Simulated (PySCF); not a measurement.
# C4H13BN2Si (SMILES N[SiH2]NBC1CCC1): what the fields show

```
atom    x (Å)    y (Å)    z (Å)
   N   3.9284   0.2149   0.0440
  Si   2.3596   0.0305   0.7396
   N   1.3873  -0.4339  -0.6297
   B   0.0169  -0.6751  -0.7249
   C  -0.8979  -0.4713   0.5525
   C  -2.3740  -0.9227   0.4764
   C  -2.8343   0.5387   0.5602
   C  -1.3813   0.9910   0.7535
   H   4.7022   0.3485   0.6727
   H   4.0360   0.8259  -0.7506
   H   2.4872  -1.0558   1.7127
   H   1.7839   1.2402   1.3436
   H   1.9279  -0.5739  -1.4713
   H  -0.4364  -0.9905  -1.7639
   H  -0.3969  -0.8472   1.4475
   H  -2.6448  -1.4332  -0.4463
   H  -2.6953  -1.5345   1.3183
   H  -3.2863   0.9080  -0.3586
   H  -3.5012   0.7661   1.3909
   H  -1.1702   1.3942   1.7424
   H  -1.0198   1.6972   0.0075
```

Geometry: GFN2-xTB.

Level of theory: PBE0/pcSseg-1, SCF density, gas phase, non-relativistic in PySCF.

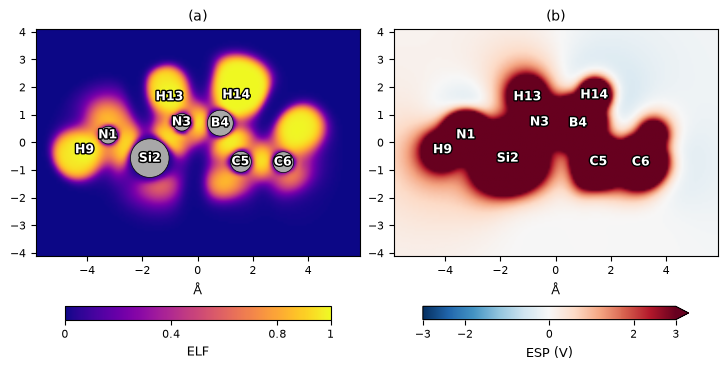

Figure 1. (a) ELF; (b) molecular electrostatic potential on the plane of atoms B4, N3 and H13. Grey discs cover the atomic cores in the ELF map.

Q: Interpret the plot.

A:
- The plane passes through N, Si, B, C and H nuclei.
- B–N (1.39 Å): the ELF peaks at about 0.95 between the atoms: a polar covalent bond.
- C–C (1.55 Å): the ELF peaks at about 0.95 between the atoms; a covalent bond.
- C–B (1.58 Å): the ELF peaks at about 1 between the atoms: a shared electron pair.
- Si–N (1.73 Å): the ELF peaks at about 0.90 between the atoms: a polar covalent bond.
- N–H (1.01 Å): the ELF climbs to about 1 towards the hydrogen, as it does in any bond to H (a covalent bond by its length).
- Outside the dense part of the molecule the potential is most negative (−0.4 V) near H14.

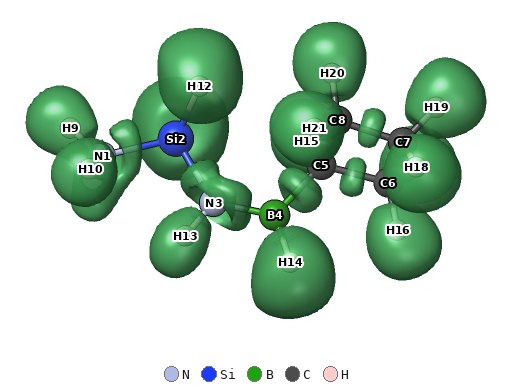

Figure 2. Isosurface of the electron localisation function at 0.8 (green), seen across its widest extent. Core shells and regions of very low density are left out.

Q: Where are the electrons localised?

A: The ELF exceeds this value in one region between bonded B–C atoms (shared pairs), four regions between bonded C–C atoms (shared pairs), eleven regions around hydrogen nuclei, one region on N in which the atom's valence shell and bonds are merged and one joined region spread over several atoms (H, N), in which their bonds and any lone pairs are merged. Along the contacts the grid gives the following. C–C (1.53 Å): the ELF peaks at about 0.95 between the atoms: a covalent bond.

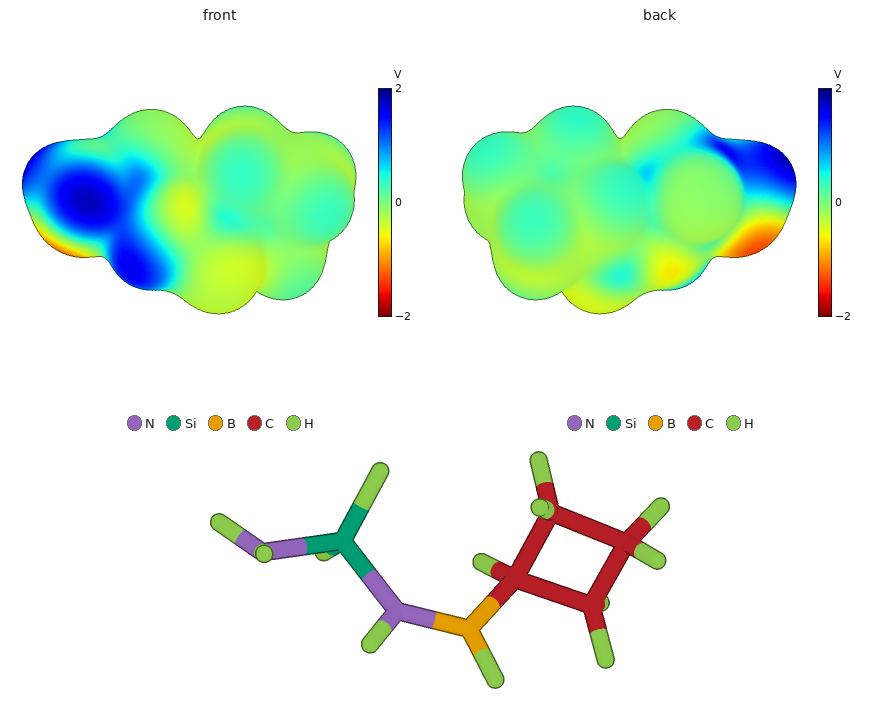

Figure 3. The electrostatic potential painted on the density surface at 0.002 e/bohr³, seen from the front and from behind; the colour scale runs from red (negative) to blue (positive). The bare structure is drawn below in the same view.

Q: Which sites attract a positive test charge, and which a negative one?

A: A positive charge is drawn to the negative regions and a negative charge to the positive ones. The most negative region (about −1.3 V) lies over N1, the most positive (about +1.7 V) over H9 and H10. N1 is the likeliest acceptor of a hydrogen bond.

Q: How polar is the molecule by this calculation?

A: Its dipole moment is 2.33 D.
